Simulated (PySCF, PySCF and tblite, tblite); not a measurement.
**C4H4FN: telling isomers apart by computed NMR, part 1 of 2**

Can the signals of one isomer of C4H4FN be assigned among several candidates?

Computed with tblite 0.8.0 (tight binding) and PySCF 2.14.0 (DFT, with response routines of our own); each step states its level. Atoms count from 0 throughout.

## 1. The molecule as given

10 atoms, charge 0, multiplicity 1; geometry from: MMFF94s geometry. This is the first candidate.

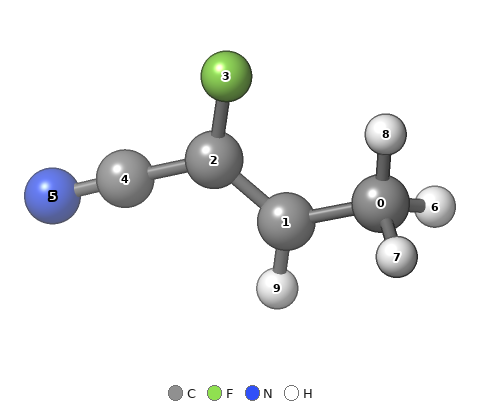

The starting geometry (carbon grey, fluorine green, nitrogen blue, hydrogen white), atoms numbered.

## 2. GFN2-xTB relaxation, isomer A, conformer 1

The job: settings as JSON, then the geometry in Å.

```
{"job": {"xc": "GFN2-xTB", "basis": "xTB", "kind": "relax"}, "charge": 0, "multiplicity": 1}
C     -1.521300    -0.121300     0.087700
C     -0.100600    -0.370500    -0.247400
C      0.927000     0.401700     0.167200
F      0.655800     1.507900     0.903600
C      2.273900     0.130200    -0.157500
N      3.372300    -0.106000    -0.444500
H     -1.942300    -0.964400     0.637900
H     -2.098900     0.007200    -0.830300
H     -1.662500     0.778600     0.696300
H      0.105500    -1.258700    -0.835600
```

The run is started by

```console
OMP_NUM_THREADS=1 python ens_run.py task.json out
```

One launch serves the whole session.

Output:

```text
step      E/eV     max force
  0    -494.76616    1.661
  1    -494.71120    5.220
  2    -494.79025    0.618
  3    -494.79439    0.500
  4    -494.79862    0.208
  5    -494.80250    0.143
  6    -494.80333    0.106
  7    -494.80438    0.098
  8    -494.80484    0.076
  9    -494.80509    0.038
 10    -494.80509    0.038
 11    -494.80514    0.056
 12    -494.80523    0.059
 13    -494.80527    0.032
 14    -494.80529    0.018
 15    -494.80533    0.012
 16    -494.80535    0.013
 17    -494.80536    0.012
 18    -494.80537    0.008
 19    -494.80537    0.007
 20    -494.80538    0.005
 21    -494.80538    0.005
 22    -494.80538    0.006
 23    -494.80539    0.007
 24    -494.80539    0.004
 25    -494.80539    0.003
```

It took 0.12 s on 1 thread of Arm Neoverse V1, shared host.

Relaxing gained 0.039 eV and moved the atoms by 0.02 Å on average (rms).

## 3. Shieldings, isomer A, conformer 1: PBE0/pcSseg-1

The job: settings as JSON, then the geometry in Å.

```
{"job": {"xc": "PBE0", "basis": "pcSseg-1", "kind": "nmr", "pop": true}, "charge": 0, "multiplicity": 1}
C     -1.533708    -0.118340     0.088299
C     -0.107875    -0.374832    -0.235586
C      0.907435     0.396301     0.156833
F      0.705290     1.505592     0.903335
C      2.261133     0.131765    -0.163738
N      3.352105    -0.094646    -0.430180
H     -1.949013    -0.969154     0.628088
H     -2.106760    -0.004202    -0.831692
H     -1.644983     0.778220     0.692523
H      0.125259    -1.246050    -0.830411
```

Output:

```text
coarse grid: 8976 points
cycle   1  E = -308.8870292632  dE =  8.362e-01  |g| = 5.956e-01  |ddm| = 2.925e+00
cycle   2  E = -308.6836834227  dE =  2.033e-01  |g| = 1.164e+00  |ddm| = 1.283e+00
cycle   3  E = -308.9540289313  dE = -2.703e-01  |g| = 1.738e-01  |ddm| = 8.971e-01
cycle   4  E = -308.9594798052  dE = -5.451e-03  |g| = 6.449e-02  |ddm| = 1.486e-01
cycle   5  E = -308.9602977539  dE = -8.179e-04  |g| = 1.412e-02  |ddm| = 5.666e-02
cycle   6  E = -308.9603423989  dE = -4.464e-05  |g| = 5.160e-03  |ddm| = 1.452e-02
cycle   7  E = -308.9603477078  dE = -5.309e-06  |g| = 1.692e-03  |ddm| = 4.932e-03
final grid: 88920 points
cycle   8  E = -309.0025879246  dE = -2.888e-05  |g| = 4.885e-03  |ddm| = 2.791e-02
cycle   9  E = -309.0025874169  dE =  5.077e-07  |g| = 5.392e-03  |ddm| = 8.397e-03
cycle  10  E = -309.0025936540  dE = -6.237e-06  |g| = 9.258e-04  |ddm| = 4.014e-03
cycle  11  E = -309.0025937919  dE = -1.379e-07  |g| = 3.362e-04  |ddm| = 7.746e-04
cycle  12  E = -309.0025938121  dE = -2.028e-08  |g| = 1.737e-04  |ddm| = 3.411e-04
cycle  13  E = -309.0025938177  dE = -5.595e-09  |g| = 3.587e-05  |ddm| = 1.186e-04
cycle  14  E = -309.0025938180  dE = -2.912e-10  |g| = 1.121e-05  |ddm| = 3.470e-05
converged SCF energy = -309.0025938180

GIAO shielding tensors (ppm)
atom      isotropic    diamagn.    paramagn.     s11        s22        s33       span
  0 C      172.721     246.789     -74.068    152.989    181.973    183.201     30.212
  1 C       51.871     257.484    -205.613    -65.558     66.271    154.902    220.459
  2 C       43.468     246.908    -203.440    -51.122     87.491     94.035    145.157
  3 F      302.109     473.226    -171.117    230.397    296.471    379.458    149.061
  4 C       69.090     260.371    -191.281    -45.985    -39.213    292.468    338.452
  5 N      -56.352     339.027    -395.380   -219.763   -179.474    230.180    449.943
  6 H       29.939      28.159       1.780     25.660     27.294     36.863     11.203
  7 H       29.937      28.150       1.786     25.658     27.286     36.866     11.207
  8 H       29.031      29.145      -0.114     24.516     29.600     32.978      8.462
  9 H       25.631      31.858      -6.227     23.956     23.987     28.951      4.995
```

Wall time 15 s (1 thread of Arm Neoverse V1, shared host).

In short: HOMO -8.01 eV, LUMO -1.45 eV; dipole 4.17 D.

The fields below are evaluated on a grid from the run's orbitals.

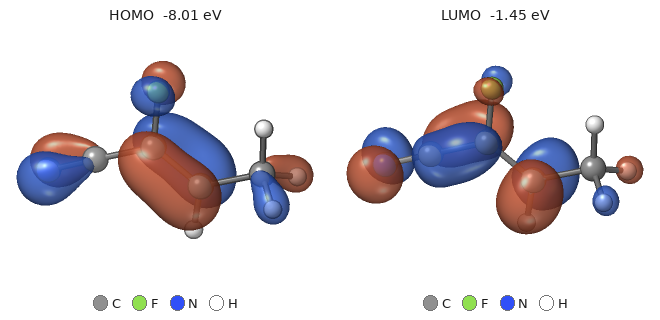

PBE0/pcSseg-1 orbitals near the gap, drawn at the value that encloses 70 % of each; the two colours are the two signs.

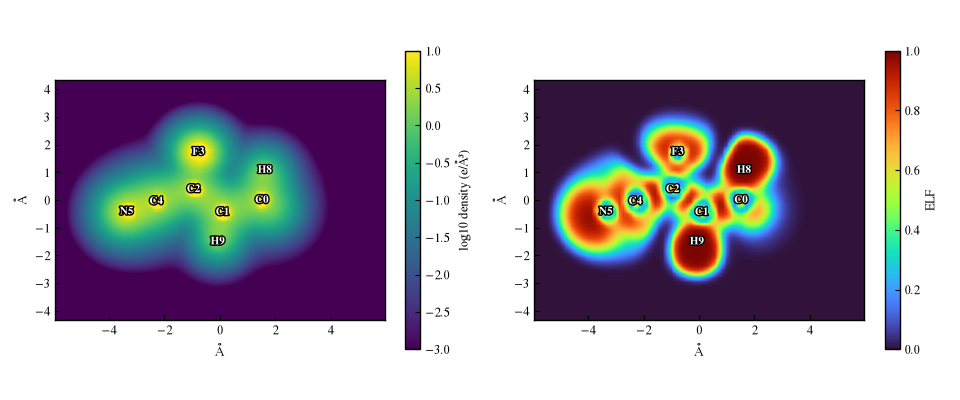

Density (left) and ELF (right) in a plane through or near 8 of the atoms.

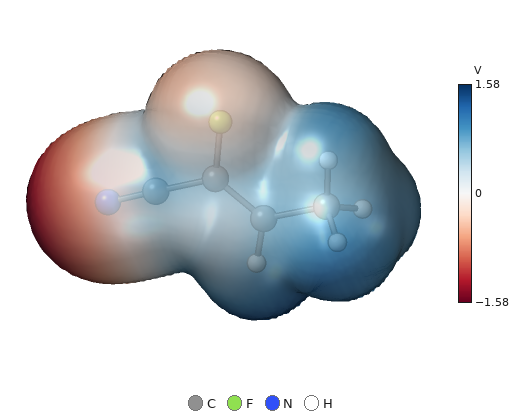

Electrostatic potential on the surface of density 0.002 e/bohr³; red is low, blue high. It runs, from the 1st to the 99th percentile, from -1.58 V near N5 to 1.42 V near H9.

## 4. Boltzmann average, isomer A: properties at PBE0/pcSseg-1

The job: settings as JSON, then the geometry in Å.

```
{"job": {"study": "conf", "smiles": "C/C=C(\\F)C#N", "search": {"seed": 2167, "n_embed": 45, "ff_keep": 10, "window": 2.5, "nmax": 6, "temps": [250, 298.15, 350], "t_ref": 298.15, "order": 0.0005}, "level": {"nmr": {"xc": "PBE0", "basis": "pcSseg-1"}}, "kind": "conf"}, "charge": 0, "multiplicity": 1}
C     -1.533708    -0.118340     0.088299
C     -0.107875    -0.374832    -0.235586
C      0.907435     0.396301     0.156833
F      0.705290     1.505592     0.903335
C      2.261133     0.131765    -0.163738
N      3.352105    -0.094646    -0.430180
H     -1.949013    -0.969154     0.628088
H     -2.106760    -0.004202    -0.831692
H     -1.644983     0.778220     0.692523
H      0.125259    -1.246050    -0.830411
```

Output:

```text
conformer  sym    E(xTB)   E(DFT)   G(298.15 K)  weight  dipole/D
    1     Cs      0.000    0.000    0.000   1.0000    4.175

mean shielding (ppm) by class
class atoms           250 K   298.15 K      350 K
  0 C  0            172.721    172.721    172.721
  1 C  1             51.871     51.871     51.871
  2 C  2             43.468     43.468     43.468
  3 F  3            302.109    302.109    302.109
  4 C  4              69.09      69.09      69.09
  5 N  5            -56.352    -56.352    -56.352
  6 H  6,7,8         29.635     29.635     29.635
  7 H  9             25.631     25.631     25.631
```

Run time: 16 s. Hardware: 1 thread of Arm Neoverse V1, shared host. This counts the runs that the step sums up.

The search (ETKDG and KDG, MMFF94s, GFN2-xTB) embedded 45 structures, kept 1 distinct ones after the force field and 1 after xTB; 1 was carried on (window 2.5 kcal/mol at the search's own energies). Energies: PBE0/pcSseg-1 with D3(BJ).

Conformer by conformer (298 K):

```
no.  group  mirror pair  ΔE xTB  ΔE DFT    ΔG  weight (%)  μ (D)     A, B, C (GHz)
  1     Cs           no    0.00    0.00  0.00       100.0   4.17  8.31, 2.31, 1.83
```

Energies in kcal/mol. ΔG holds xTB vibrations and rotation, symmetry numbers and mirror pairs.

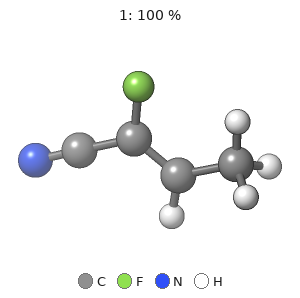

The one conformer.

Shifts against references run at the same level (¹⁵N NH3 267.7, ¹³C TMS 186.9, ¹H TMS 31.72, ¹⁹F CFCl3 170.9 ppm of shielding), by class of atoms, at 298 K:

```
     atoms                           environment  average
        C2       fully substituted alkene carbon    143.5
        C1                             alkene CH    135.1
        C4                        nitrile carbon    117.8
        C0                 allylic methyl carbon     14.2
        H9              hydrogen on an alkene CH     6.09
H6, H7, H8  hydrogen on an allylic methyl carbon     2.08
        F3                      vinylic fluorine   -131.2
        N5                      nitrile nitrogen    324.1
```

Effective distances for nuclear Overhauser effects, ⟨r⁻⁶⟩^(−1/6) over all pairs of two classes (Å): H6···H9 2.66.

## 5. GFN2-xTB relaxation, isomer B, conformer 1

The job: settings as JSON, then the geometry in Å.

```
{"job": {"xc": "GFN2-xTB", "basis": "xTB", "kind": "relax"}, "charge": 0, "multiplicity": 1}
C     -1.325300    -0.148700    -0.095000
C      0.025300    -0.752600    -0.096800
C      1.210300    -0.122700     0.056000
F      2.330400    -0.855000     0.022600
C      1.342100     1.284800     0.229800
N      1.441900     2.434100     0.357700
H     -1.319300     0.943300     0.027900
H     -1.927000    -0.567100     0.720900
H     -1.828600    -0.372700    -1.040600
H      0.059100    -1.838800    -0.205100
```

Output:

```text
step      E/eV     max force
  0    -494.77336    1.837
  1    -494.73263    5.031
  2    -494.80521    0.773
  3    -494.81062    0.634
  4    -494.81556    0.182
  5    -494.81866    0.157
  6    -494.82008    0.131
  7    -494.82101    0.106
  8    -494.82206    0.133
  9    -494.82322    0.123
 10    -494.82419    0.094
 11    -494.82494    0.072
 12    -494.82543    0.066
 13    -494.82570    0.054
 14    -494.82584    0.034
 15    -494.82584    0.034
 16    -494.82590    0.050
 17    -494.82602    0.081
 18    -494.82609    0.079
 19    -494.82617    0.039
 20    -494.82634    0.049
 21    -494.82650    0.077
 22    -494.82666    0.062
 23    -494.82680    0.039
 24    -494.82694    0.042
 25    -494.82708    0.053
 26    -494.82719    0.050
 27    -494.82728    0.033
 28    -494.82737    0.037
 29    -494.82742    0.035
 30    -494.82745    0.021
 31    -494.82746    0.014
 32    -494.82747    0.018
 33    -494.82749    0.021
 34    -494.82749    0.013
 35    -494.82750    0.005
 36    -494.82750    0.004
 37    -494.82750    0.007
 38    -494.82750    0.007
 39    -494.82751    0.004
```

Wall time 0.14 s (1 thread of Arm Neoverse V1, shared host).

Gain 0.054 eV; displacement 0.05 Å root mean square.

## 6. Shieldings, isomer B, conformer 1: PBE0/pcSseg-1

The job: settings as JSON, then the geometry in Å.

```
{"job": {"xc": "PBE0", "basis": "pcSseg-1", "kind": "nmr", "pop": false}, "charge": 0, "multiplicity": 1}
C     -1.310364    -0.132564    -0.091328
C      0.022401    -0.785359    -0.092077
C      1.177091    -0.134644     0.048093
F      2.350479    -0.807943     0.036481
C      1.300710     1.266500     0.217123
N      1.389086     2.400666     0.353066
H     -1.228203     0.944077     0.034414
H     -1.920041    -0.541432     0.714138
H     -1.825288    -0.345297    -1.027901
H      0.053013    -1.859350    -0.214538
```

Output:

```text
coarse grid: 8976 points
cycle   1  E = -308.8874727711  dE =  8.378e-01  |g| = 5.937e-01  |ddm| = 2.954e+00
cycle   2  E = -308.6909189501  dE =  1.966e-01  |g| = 1.149e+00  |ddm| = 1.275e+00
cycle   3  E = -308.9530443761  dE = -2.621e-01  |g| = 1.799e-01  |ddm| = 8.844e-01
cycle   4  E = -308.9589909805  dE = -5.947e-03  |g| = 6.175e-02  |ddm| = 1.497e-01
cycle   5  E = -308.9597248258  dE = -7.338e-04  |g| = 1.537e-02  |ddm| = 5.423e-02
cycle   6  E = -308.9597797453  dE = -5.492e-05  |g| = 4.963e-03  |ddm| = 1.532e-02
cycle   7  E = -308.9597845061  dE = -4.761e-06  |g| = 1.822e-03  |ddm| = 4.710e-03
final grid: 88920 points
cycle   8  E = -309.0012759993  dE = -2.816e-05  |g| = 5.058e-03  |ddm| = 2.438e-02
cycle   9  E = -309.0012750896  dE =  9.097e-07  |g| = 5.711e-03  |ddm| = 8.479e-03
cycle  10  E = -309.0012821246  dE = -7.035e-06  |g| = 9.706e-04  |ddm| = 4.363e-03
cycle  11  E = -309.0012822853  dE = -1.606e-07  |g| = 2.699e-04  |ddm| = 7.837e-04
cycle  12  E = -309.0012822962  dE = -1.090e-08  |g| = 1.807e-04  |ddm| = 2.988e-04
cycle  13  E = -309.0012823024  dE = -6.262e-09  |g| = 3.570e-05  |ddm| = 1.288e-04
cycle  14  E = -309.0012823027  dE = -2.679e-10  |g| = 1.486e-05  |ddm| = 3.472e-05
converged SCF energy = -309.0012823027

GIAO shielding tensors (ppm)
atom      isotropic    diamagn.    paramagn.     s11        s22        s33       span
  0 C      171.081     248.448     -77.367    157.321    172.251    183.671     26.350
  1 C       52.223     258.955    -206.733    -58.996     57.642    158.022    217.018
  2 C       43.189     248.696    -205.506    -48.406     79.358     98.616    147.022
  3 F      296.388     471.766    -175.378    235.256    319.236    334.672     99.416
  4 C       70.890     261.643    -190.753    -40.575    -39.093    292.337    332.912
  5 N      -65.701     338.985    -404.686   -231.884   -183.550    218.332    450.216
  6 H       29.435      31.142      -1.706     25.281     29.660     33.365      8.084
  7 H       29.687      28.735       0.952     25.562     27.051     36.448     10.887
  8 H       29.689      28.727       0.962     25.566     27.052     36.448     10.882
  9 H       25.227      30.548      -5.321     23.560     23.809     28.312      4.752
```

Wall time 6.7 s (1 thread of Arm Neoverse V1, shared host).

In short: HOMO -8.00 eV, LUMO -1.52 eV; dipole 3.88 D.

(Continued in part 2 of 2.)
